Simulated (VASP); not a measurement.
Energy against volume of InSb (zinc blende). These are revTPSS meta-GGA, VASP's PBE PAW potentials (set 64) (plane waves; VASP) values and carry that method's errors.

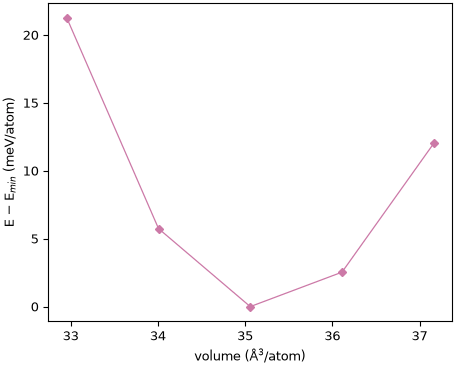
Figure. Energy against volume

Question: Estimate the equilibrium volume and the bulk modulus.

Answer: The minimum lies near 35.2 Å³/atom, and the curvature gives B0 of about 41 GPa.

Measured: bulk modulus 46.1 GPa at 0 K (computed value off by -11.4 %), as given by Daniel Mejia-Rodriguez et al., Physical Review B (2018), arXiv:1807.09216 [0 K value with the zero-point phonon effect removed]; a 6.468 Å at 0 K (computed value off by +1.4 %), as given by Daniel Mejia-Rodriguez et al., Physical Review B (2018), arXiv:1807.09216 [static lattice: zero-point anharmonic expansion removed].

The compound is InSb in the zinc blende structure. It was relaxed first.
